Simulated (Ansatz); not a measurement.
# Phonons of Ir (Fm-3m, 1 atom in the cell) against volume, part 2 of 2

Wanted: mode Grüneisen parameters of Ir (Fm-3m, 1 atom in the cell).

Ansatz 0.2.0; DFT PBEsol, scalar-relativistic, plane waves, PAW; PAW set soft_1.

So far, highest frequency on the path or at a solved wavevector (cm⁻¹): step 2 (the dispersion) 204; step 4 (phonons at the other volume, volume ratio 0.97) 222.

The database entry behind the starting cell differs from later determinations by our own check (0.1 to 0.3 % short, probably kX units), so it need not match the best structure at ambient conditions.

## Step 6: Phonons at the other volume, volume ratio 1.03

The phonons are repeated at this volume on the same k and q meshes.

Contents of input.yaml:

```yaml
crystal:
  lattice:
    - [0.0, 1.9337215992, 1.9337215992]
    - [1.9337215992, 0.0, 1.9337215992]
    - [1.9337215992, 1.9337215992, 0.0]
  atoms:
    - { symbol: Ir, position: [0.0, 0.0, 0.0] }
kpoints:
  mp_grid: { grid: [20, 20, 20] }
hamiltonian:
  xc: pbesol
  pseudopotentials: { kind: paw, azcp: { folder: soft_1 }, xc_functional: pbe }
scf:
  occupations: { method: methfessel_paxton, width: 0.2 }
output:
  eigenvalues: true
phonons:
  method: dfpt
  qmesh: [4, 4, 4]
  temperatures: { t_max: 1000, t_step: 50 }
  qpath:
    path:
      - [[0.0, 0.0, 0.0], [0.5, 0.0, 0.5], [0.625, 0.25, 0.625]]
      - [[0.375, 0.375, 0.75], [0.0, 0.0, 0.0], [0.5, 0.5, 0.5], [0.5, 0.25, 0.75], [0.5, 0.0, 0.5]]
    npoints: 10
```

Command:

```bash
$ ansatz run input.yaml --threads 4 --pin off --max-ram 10240MiB --backend cpu --events-out ev --progress --plain --runs-dir out
```

Numbers of over 12 decimals in the logs are rounded to 6 here.

Output:

```text
[...]
Crystal: 1 atoms, lattice volume = 14.461 Å³
Basis set: ecut = 420 eV, 283 PW (Γ), exchange–correlation on 40×40×40 points (8 copies of the dense FFT grid, shifted against one another)
Bands: 13, of which v1, the nominal top of the filled ones, is band 9 counted from 1 (8 counted from 0)
Symmetry: 48 space group operations
k-points: 256 of 8000
[...]
k-point 255: bands = [... 5 lower, 20.1745, 20.1745, 23.1733, 26.3591, 32.8206, 33.7649, 33.7649, 37.9564]
[...]
ASR residual: 1.605e-4 → 0.000e0 eV/Å²; symmetrization residual: 1.122e-11 eV/Å²
  ASR residual per site (eV/Å²): 1.60e-4
  Γ frequencies (cm⁻¹): 0.00 0.00 0.00
--- Phonons (arbitrary-q DFPT): 8 irreducible q on the 4×4×4 mesh ---
[...]
interpolated dispersion: 62 rows × 3 modes
[...]
[key lines of the parts left out:]
SCF converged after 7 iterations
Free energy (F): -11800.433847 eV
Fermi energy:    24.874765 eV
```

Elapsed: 2 min, on 4 threads of Arm Neoverse V2, shared host; peak memory 3.6 GiB; 7.7 min of CPU time.

This step gave:

* sum-rule residual before enforcement: 1.60e-4 eV/Å²
* highest frequency on the path or at a solved wavevector: 187.1 cm⁻¹
* mean frequency: 139.2 cm⁻¹
* Debye temperature (second moment): 264 K
* logarithmic mean frequency: 135.4 cm⁻¹
* lowest mode on the q mesh (acoustic modes at Γ apart): 83.59 cm⁻¹
* zero-point energy per atom: 25.89 meV
* heat capacity at 300 K: 24.00 J/(mol atoms K)
* vibrational entropy at 300 K: 36.20 J/(mol atoms K)

Frequencies (cm⁻¹) solved at each irreducible wavevector; negative means imaginary. Frequencies by wavevector, by row:

```csv
q in reciprocal lattice units,star,mode 1,mode 2,mode 3
0 0 0,1,0,0,0
0 0 0.25,8,83.6,83.6,157.9
0 0 -0.5,4,111.2,111.2,186.2
0 0.25 0.25,6,109.3,109.3,173
0 0.25 -0.5,24,128.8,143.9,173.7
0 0.25 -0.25,12,122.6,131.4,176.1
0 -0.5 -0.5,3,137.3,137.3,180.9
0.25 -0.5 -0.25,6,154.2,154.2,154.8
```

The highest frequency on the path or at a solved wavevector is 187.1 cm⁻¹, -16.7 cm⁻¹ against the base run.

## Step 7: Grüneisen parameters

The Grüneisen parameter of a mode is minus the logarithmic change of its frequency with volume, −d ln ω / d ln V; weighted by heat capacity it gives the expansion.

This step gave:

```
bulk modulus : 390.3 GPa
```

Phonon branches along the path, in cm⁻¹:

```csv
point,branch 1,branch 2,branch 3
Γ,0,0,0
X,148,148,198
U,146,170,179
jump to K,146,170,179
Γ,0,0,0
L,118,118,204
W,166,169,169
X,148,148,198
```

The same for volume x 0.97:

| point | branch 1 | branch 2 | branch 3 |
| --- | --- | --- | --- |
| Γ | 0 | 0 | 0 |
| X | 160 | 160 | 216 |
| U | 156 | 185 | 196 |
| K | 156 | 185 | 196 |
| Γ | 0 | 0 | 0 |
| L | 125 | 125 | 222 |
| W | 178 | 184 | 184 |
| X | 160 | 160 | 216 |

The same for volume x 1.03:

| point | branch 1 | branch 2 | branch 3 |
| --- | --- | --- | --- |
| Γ | 0 | 0 | 0 |
| X | 137 | 137 | 181 |
| U | 137 | 156 | 164 |
| K | 137 | 156 | 164 |
| Γ | 0 | 0 | 0 |
| L | 111 | 111 | 186 |
| W | 154 | 154 | 155 |
| X | 137 | 137 | 181 |

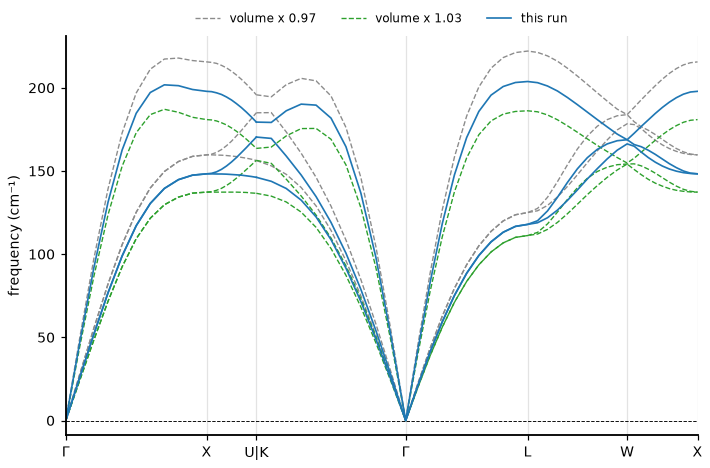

Phonon branches along the path; dashed: volume x 0.97 and volume x 1.03.

Mode Grueneisen parameter -dln(w)/dln(V), modes matched by rank; at Γ the acoustic branches take the value of a neighbouring point of the path. Mode grüneisen parameters along the path, in :

```
    point  branch 1  branch 2  branch 3
        Γ      2.35      2.35      1.90
        X      2.52      2.52      2.92
        U      2.24      2.80      2.99
jump to K      2.24      2.80      2.99
        Γ      1.47      2.35      2.10
        L      1.95      1.95      2.94
        W      2.43      2.93      2.87
        X      2.52      2.52      2.92
```

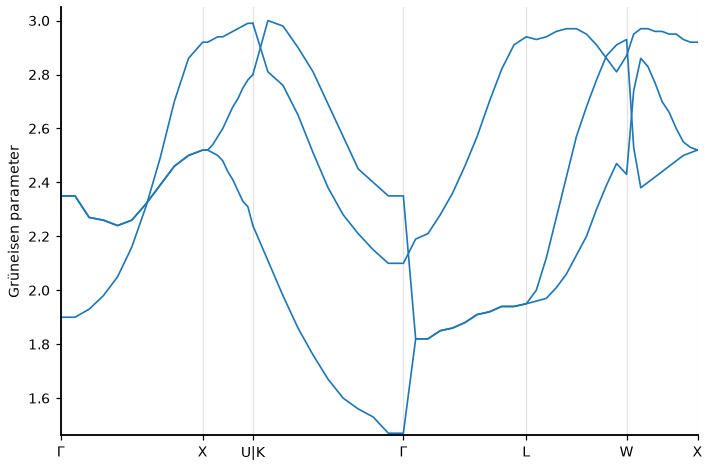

Mode grüneisen parameters along the path.

(dS/dlnV)/C_V. The thermodynamic Grueneisen parameter by temperature:

| temperature (K) | thermodynamic Grueneisen parameter |
| --- | --- |
| 50 | 2.33 |
| 100 | 2.41 |
| 150 | 2.43 |
| 200 | 2.44 |
| 250 | 2.44 |
| 300 | 2.44 |
| 350 | 2.44 |
| 400 | 2.44 |
| 450 | 2.44 |
| 500 | 2.44 |
| 550 | 2.44 |
| 600 | 2.44 |
| 650 | 2.44 |
| 700 | 2.44 |
| 750 | 2.44 |
| 800 | 2.44 |
| 850 | 2.44 |
| 900 | 2.45 |
| 950 | 2.45 |
| 1000 | 2.44 |

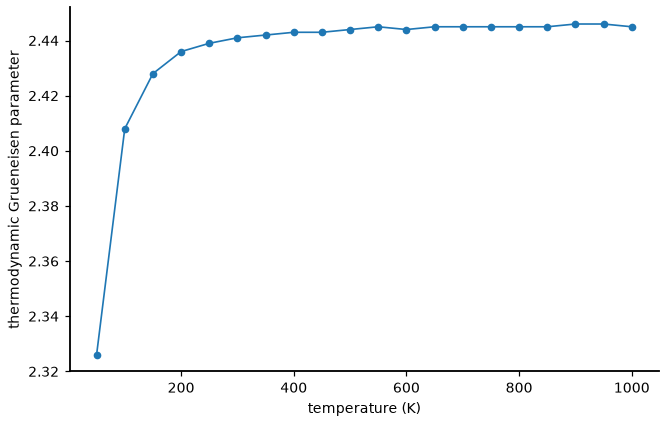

Thermodynamic Grueneisen parameter, plotted against temperature.

Gamma C_V/(B V) at the static volume. Table of volume expansion by temperature:

```csv
temperature (K),volume expansion (1e-6/K)
50,4.91
100,12.5
150,15.4
200,16.7
250,17.3
300,17.6
350,17.9
400,18
450,18.1
500,18.2
550,18.2
600,18.3
650,18.3
700,18.3
750,18.4
800,18.4
850,18.4
900,18.4
950,18.4
1000,18.4
```

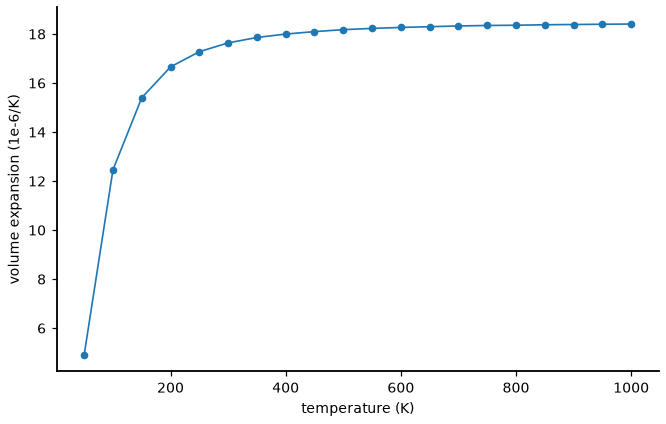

Volume expansion against temperature.

## Step 8: Outcome

```
bulk modulus                               : 390 GPa
thermodynamic Grüneisen parameter at 300 K : 2.441
volume expansion at 300 K, estimated       : 17.64 × 10⁻⁶ K⁻¹
```

In words: By this estimate the volume grows by 17.6 × 10⁻⁶ per kelvin at 300 K. Mode parameters on the path run from 1.5 to 3, with a median of 2.5. Branches are matched by rank, so values near crossings are rough. The expansion is the Grüneisen estimate at the static volume, with the static bulk modulus. With no gap, or one that is small against the smearing, the frequencies hang on the k mesh and the smearing, most of all near Kohn anomalies. Spin-orbit coupling is left out, which can matter for the heavy elements here. The PAW files were made for PBE and serve the other functionals too.

[Logs are printed without paths, hosts, clocks, repeated set-up lines and the standing remarks that a program may print on its own settings, such as how far it seeks lower states.]

[Hosts, paths, dates, database ids (printed as entryN), source tags and the programs' standing remarks are cut or masked in the printed files.]
